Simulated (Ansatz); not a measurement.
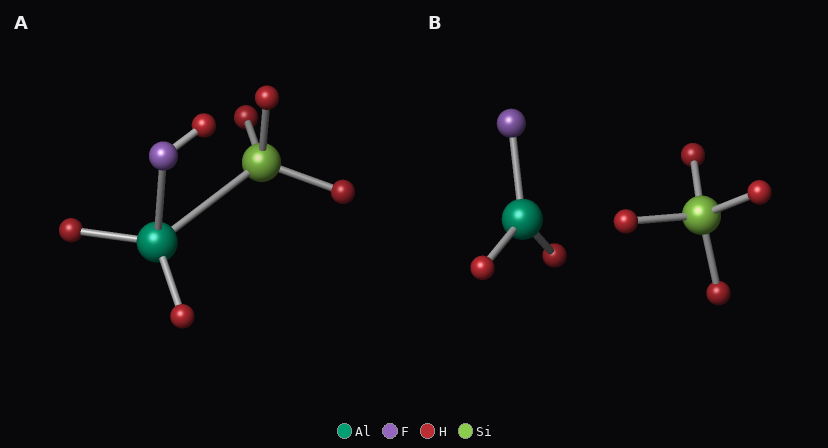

2 stationary structures of one formula. Geometries: PBE0-D4/def2-TZVP. Electronic energies: CCSD(T)/CBS (MP2 limit from def2-TZVPP and def2-QZVPP plus CCSD(T) − MP2) (Ansatz 0.2.0), without zero-point energy. Each is one conformer, not always the lowest.

Which is lowest in energy, and by how much?

Answer. B is lowest (a minimum); A lies 162.9 kJ/mol above it (a minimum).

Give E(B) − E(A) in kJ/mol at these levels too: SPW92 (LDA)/def2-TZVPP; direct RPA on PBE orbitals (frozen core)/def2-TZVPP; RHF-MP2 (frozen core)/def2-QZVPP; B97M-V/def2-TZVPP; r2SCAN0-D4/def2-TZVPP; CAM-B3LYP-D4/def2-TZVPP; PBE0-D4/def2-TZVPP; ωB97M-V/def2-TZVPP.

```csv
level,E(B) − E(A) (kJ/mol)
SPW92 (LDA)/def2-TZVPP,−119.6
direct RPA on PBE orbitals (frozen core)/def2-TZVPP,−160.3
RHF-MP2 (frozen core)/def2-QZVPP,−170.7
B97M-V/def2-TZVPP,−158.2
r2SCAN0-D4/def2-TZVPP,−156.0
CAM-B3LYP-D4/def2-TZVPP,−165.4
PBE0-D4/def2-TZVPP,−141.6
ωB97M-V/def2-TZVPP,−161.0
```
